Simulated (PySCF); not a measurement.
**H₂: one change and its effect**

System: H₂.
Method of the first run: RKS PBE0-D4/def2-QZVPP (PySCF 2.14.0).

Text and figures count atoms from 1; the logs count them from 0 in places.

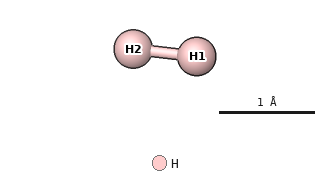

**Figure 1.** The structure as given in the input (ball-and-stick view, seen at a tilt; atoms are numbered from 1 in the order of the input). Bond lengths as drawn: H–H 0.69 Å.

## Input, the first run
```python
import json, numpy as np
from pyscf import gto, scf, dft, mp, cc, lib
mol = gto.M(atom="""
H      0.000000     0.000000     0.000000
H      0.000000     0.000000     0.685700
""", basis='def2-QZVPP', charge=0, spin=0, verbose=3, max_memory=2000)
def mean_field(mol):
    mf = dft.RKS(mol, xc='pbe0')
    mf.grids.level = 3
    mf.disp = "d4"
    mf.conv_tol = 1e-10; mf.chkfile = None; mf.max_cycle = 100
    return mf
last = {}
def solved(mol):
    mf = mean_field(mol); mf.kernel(last.get('dm'))
    if not mf.converged: mf = mf.newton().run(mf.mo_coeff, mf.mo_occ).undo_soscf()
    assert mf.converged
    last['dm'] = mf.make_rdm1()
    return mf
out = {}
def energy(mol, gradient=False):
    mf = out['mf'] = solved(mol)
    e = mf.e_tot
    out.update(e=e, ref=mf.e_tot)
    if not gradient: return e
    return e, mf.nuc_grad_method().kernel()
print('Total energy: %.8f Eh' % energy(mol))
mf = out.pop('mf')
out['dipole'] = mf.dip_moment(unit='Debye').tolist()
out['x'] = mol.atom_coords(unit='angstrom').tolist()
json.dump(out, open('result.json', 'w'))
```

Launched with:
```bash
OMP_NUM_THREADS=1 python input.py
```

Hardware: 1 thread of Arm Neoverse N1, 54 GiB of memory available, shared host.

## Output (the first run)
```
converged SCF energy = -1.16645907763299
Total energy: -1.16645908 Eh
Dipole moment(X, Y, Z, Debye):  0.00000, -0.00000,  0.00000
```

For the second run the input was changed thus:
```diff
-    mf = dft.RKS(mol, xc='pbe0')
+    mf = dft.RKS(mol, xc='b3lyp')
```

Predict how the results change.

The total energies belong to different methods, so their difference says nothing on which is more stable or more accurate. The functional changes from PBE0 to b3lyp.

## Output (the second run)
```
converged SCF energy = -1.17838428022868
Total energy: -1.17838428 Eh
Dipole moment(X, Y, Z, Debye):  0.00000,  0.00000,  0.00000
```

## The two runs side by side

| quantity | the first run | the second run |
| --- | --- | --- |
| outcome | converged | converged |
| total energy (hartree) | −1.166459 | −1.178384 |
| wall time (shared host) | 1.7 s | 1.7 s |
